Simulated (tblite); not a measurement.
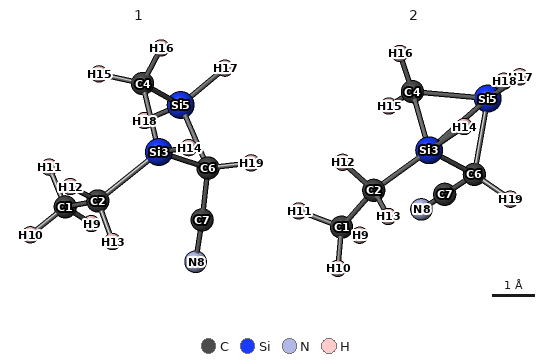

Two geometries of C5H11NSi2, drawn at one scale. One is the start of a relaxation, the other its converged end. The picture is a ball-and-stick view, seen from a free direction.

These are results of GFN2-xTB geometry optimisation, gas phase (tblite 0.8.0), not measurements. 

Which of the two is the end point?

Answer. Structure 1 is the relaxed one. The atom that moves furthest after the best rigid fit is H18 (2.27 Å). Largest moves by element: H 2.27 Å, N 2.14 Å, C 1.29 Å, Si 0.95 Å. Among the contacts that change: Si3–Si5 2.486 → 2.785 Å, C2–Si3 1.781 → 1.898 Å, Si3–C6 1.847 → 1.945 Å, C6–C7 1.475 → 1.410 Å. Among the angles between lasting bonds that change: H15–C4–H16 117.5° → 106.3°, Si3–C4–Si5 82.5° → 93.0°, C2–Si3–C6 123.2° → 114.2°. Groups turn about Si3–C6 by about 55°, Si3–C4 by about 55°, Si5–C6 by about 55°. The energy falls by 29.9 kcal/mol in 138 geometry steps. Cost: 5.1 s on 1 thread of Intel(R) Xeon(R) Processor @ 2.50GHz, with other jobs on the host.
